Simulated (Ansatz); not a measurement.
# Calculations on AlSiH6O2F

### Relaxation

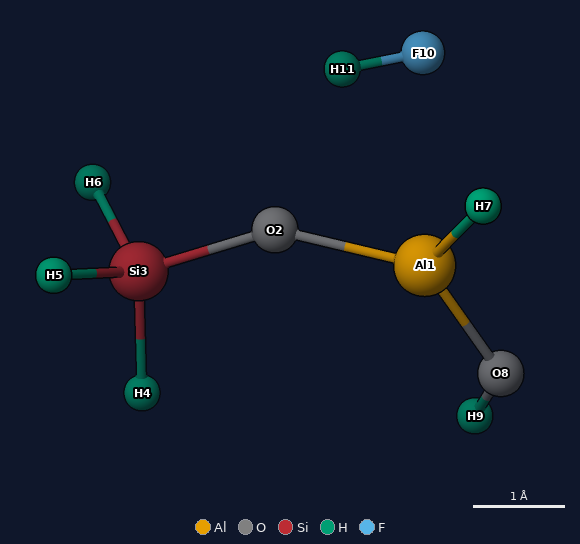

Starting structure of AlSiH6O2F. A ball-and-stick model, seen face on.

The run prepares an end point of a later path (reaction) calculation, from a guessed geometry.

Computed with RKS B3LYP-D4/def2-SVP in Ansatz.

Input file:
```yaml
crystal:
  periodic: [false, false, false]
  atoms:
    - { symbol: Al, position_ang: [-0.029885, -0.267674, 0.070766] }
    - { symbol: O, position_ang: [-0.437872, -0.0902, 1.771911] }
    - { symbol: Si, position_ang: [-1.331654, -0.531716, 3.09674] }
    - { symbol: H, position_ang: [-2.565616, -1.269884, 2.683322] }
    - { symbol: H, position_ang: [-0.531941, -1.403322, 4.008026] }
    - { symbol: H, position_ang: [-1.742509, 0.696761, 3.843059] }
    - { symbol: H, position_ang: [1.469358, -0.268562, -0.357122] }
    - { symbol: O, position_ang: [-1.23091, -0.593414, -1.08239] }
    - { symbol: H, position_ang: [-2.182889, -0.611626, -0.943499] }
    - { symbol: F, position_ang: [-0.194862, 2.534274, 0.709805] }
    - { symbol: H, position_ang: [-0.280219, 2.093862, 1.524583] }
basis:
  gaussian: { orbitals: def2-SVP }
hamiltonian:
  xc: b3lyp
  dispersion: d4
relax:
  f_tol: 0.03
  max_steps: 50
output:
  orbitals: {}
```

Launched with:
```bash
ansatz run input.yaml --threads 4 --pin off --max-ram 5120MiB --backend cpu --events-out ev --progress --plain --runs-dir out
```

> Where does the relaxation end?

The atom that moves furthest after the best rigid fit is F10 (1.71 Å). By element the largest moves are F 1.71 Å, O 1.55 Å, H 1.39 Å, Al 0.77 Å, Si 0.56 Å. Among the contacts that change: F10–H11 0.930 → 3.439 Å, Si3–O8 4.181 → 2.177 Å, O2–H11 2.204 → 0.966 Å, Al1–F10 2.879 → 1.677 Å. New bonds form, among them: Al1–F10 (2.88 → 1.68 Å), O2–H11 (2.20 → 0.97 Å). Bonds break, among them: F10–H11 (0.93 → 3.44 Å). Bond angles that change, for instance: O2–Al1–O8 120.8° → 79.1°, Al1–O2–Si3 150.6° → 110.0°, O2–Si3–H6 109.2° → 92.8°. Groups turn about O2–Si3 by about 35°. The energy falls by 122.5 kJ/mol in 38 accepted moves (43 points after the start). The largest force component goes from 0.73 to 0.02 eV/Å. The line search rejected the trial steps at points 4, 16, 18, 36, 40 of the run. Cost: 74 s on 4 threads of Arm Neoverse V2, with other jobs on the host, peak memory 0.23 GiB.

Step by step:

| step | E − E(0), kJ/mol | largest force component, eV/Å | note |
| --- | --- | --- | --- |
| 0 | 0.00 | 0.7280 |  |
| 1 | -14.87 | 0.3850 |  |
| 2 | -30.31 | 0.4273 |  |
| 3 | -37.80 | 0.6861 |  |
| 4 | -37.32 | 0.8034 | rejected |
| 5 | -42.10 | 1.1320 |  |
| 6 | -44.56 | 0.2416 |  |
| 7 | -45.21 | 0.4511 |  |
| 8 | -46.12 | 0.1873 |  |
| 9 | -47.68 | 0.3598 |  |
| 10 | -49.62 | 0.2961 |  |
| 12 | -77.14 | 0.8499 |  |
| 13 | -92.43 | 0.8926 |  |
| 15 | -92.88 | 1.6723 |  |
| 17 | -99.09 | 0.2299 |  |
| 19 | -99.76 | 0.0923 |  |
| 20 | -100.04 | 0.0587 |  |
| 22 | -100.89 | 0.0684 |  |
| 24 | -101.65 | 0.1853 |  |
| 26 | -105.05 | 0.1999 |  |
| 27 | -106.22 | 0.3704 |  |
| 29 | -110.79 | 0.1353 |  |
| 31 | -112.62 | 0.5080 |  |
| 33 | -114.36 | 0.8691 |  |
| 34 | -116.15 | 0.6161 |  |
| 36 | -116.41 | 1.3246 | rejected |
| 38 | -121.86 | 0.3739 |  |
| 40 | -122.23 | 0.1529 | rejected |
| 41 | -122.45 | 0.0441 |  |
| 43 | -122.47 | 0.0202 |  |

The structure at the end:

```xyz
11

Al   -0.0229    0.5049    0.0633
O    -0.2225    0.7287    1.9327
Si   -1.4401   -0.4249    2.5621
H    -2.8527   -0.2108    2.1604
H    -0.9791   -1.8187    2.7565
H    -1.3879    0.1637    3.9531
H     1.4701    0.2143   -0.3278
O    -1.1341   -0.8375    0.4464
H    -1.8739   -1.1624   -0.0769
F    -0.7801    1.7849   -0.7112
H     0.1643    1.3462    2.5667
```

The end point in the same view:

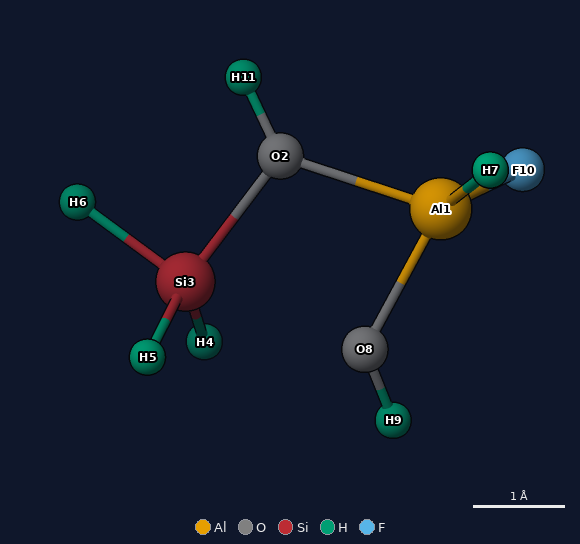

Limits of the set-up: the start holds two separate molecules, 2.2 Å apart at their closest, whose relative position is a soft coordinate.

### Relaxation

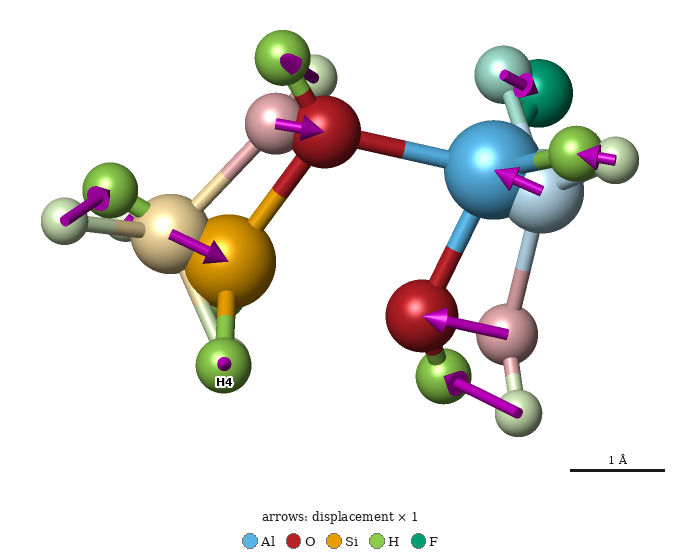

This is a relaxation of AlSiH₆O₂F. The starting structure is drawn faded, the final one solid; purple arrows show the displacements, at their true length. The two geometries are superimposed by the best rigid fit.

A ball-and-stick model, seen face on.

The run prepares an end point of a later path (reaction) calculation, from a guessed geometry.

These are results of RKS B3LYP-D4/def2-SVP (Ansatz), not measurements.

Input
```yaml
crystal:
  periodic: [false, false, false]
  atoms:
    - { symbol: Al, position_ang: [-0.038574, 0.437035, -0.484314] }
    - { symbol: O, position_ang: [-0.009208, 0.23136, 2.472587] }
    - { symbol: Si, position_ang: [-1.383408, -0.398594, 3.210482] }
    - { symbol: H, position_ang: [-2.126531, -1.271915, 2.260343] }
    - { symbol: H, position_ang: [-0.941014, -1.21763, 4.371621] }
    - { symbol: H, position_ang: [-2.276363, 0.702823, 3.67578] }
    - { symbol: H, position_ang: [1.233378, -0.230609, -1.107745] }
    - { symbol: O, position_ang: [-1.634365, -0.127427, -0.579248] }
    - { symbol: H, position_ang: [-1.94278, -0.969141, -0.92195] }
    - { symbol: F, position_ang: [0.100185, 1.955746, 0.231257] }
    - { symbol: H, position_ang: [-0.04032, 1.176851, 2.196387] }
basis:
  gaussian: { orbitals: def2-SVP }
hamiltonian:
  xc: b3lyp
  dispersion: d4
relax:
  f_tol: 0.03
  max_steps: 50
```

Run as
```bash
ansatz run input.yaml --threads 4 --pin off --max-ram 5120MiB --backend cpu --events-out ev --progress --plain --runs-dir out
```

### Describe the change and its energy.

The energy falls by 86.8 kJ/mol in 31 accepted moves (34 points after the start). Largest force component: 0.74 eV/Å at the start, 0.008 eV/Å at the end. The line search rejected the trial steps at points 24, 26, 33 of the run. The atom that moves furthest after the best rigid fit is H6 (1.28 Å). By element the largest moves are H 1.28 Å, O 0.96 Å, Si 0.69 Å, Al 0.57 Å, F 0.56 Å. Some distances before and after: Si3–O8 3.808 → 2.169 Å, Al1–O2 2.964 → 1.893 Å, Al1–Si3 4.020 → 3.016 Å, O2–Si3 1.682 → 1.791 Å. New bonds form, among them: Al1–O2 (2.96 → 1.89 Å). Among the angles between lasting bonds that change: O2–Si3–H5 107.8° → 92.6°, H4–Si3–H6 109.5° → 117.8°, H5–Si3–H6 109.9° → 103.0°. Groups turn about O2–Si3 by about 140°, Al1–O8 by about 130°. Cost: 58 s on 4 threads of Arm Neoverse V2, on a shared host, peak memory 0.23 GiB.

### Path

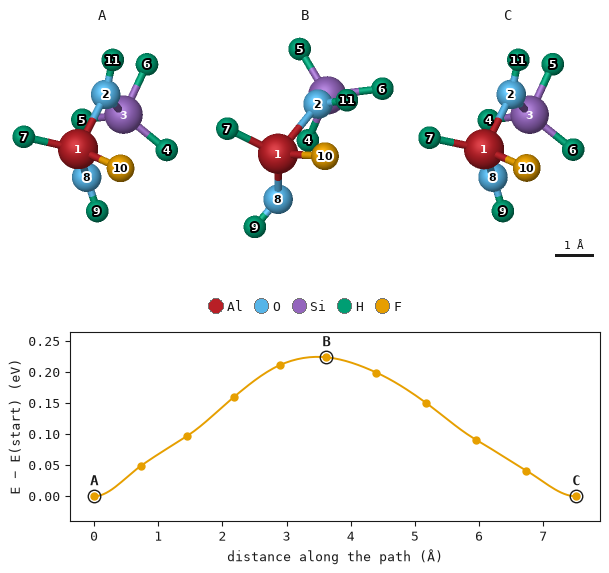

A nudged-elastic-band calculation for AlSiH$_{6}$O$_{2}$F. Images are numbered from 0 (start) to 10 (end). Frames A to C are images 0, 5, 10. A ball-and-stick model, seen from a free direction.

Level of theory: Ansatz, RKS B3LYP-D4/def2-SVP. Settings: 9 movable images; climbing image; force threshold 0.05 eV/Å; iteration limit 60; starting path through a guess of the saddle point.

### Read off the barrier and say what moves.

No bond forms or breaks between the ends. Among the angles between lasting bonds that change up to the highest image: Al1–O2–H11 133.0° → 100.8°, Al1–O2–Si3 110.0° → 131.7°. The two ends have the same energy, and the highest point, image 5, lies 0.224 eV above the start. The band converged in 16 iterations, with a climbing image at the top.

Cost: 3.5 min on 4 threads of Arm Neoverse V2, on a shared host, peak memory 0.24 GiB.
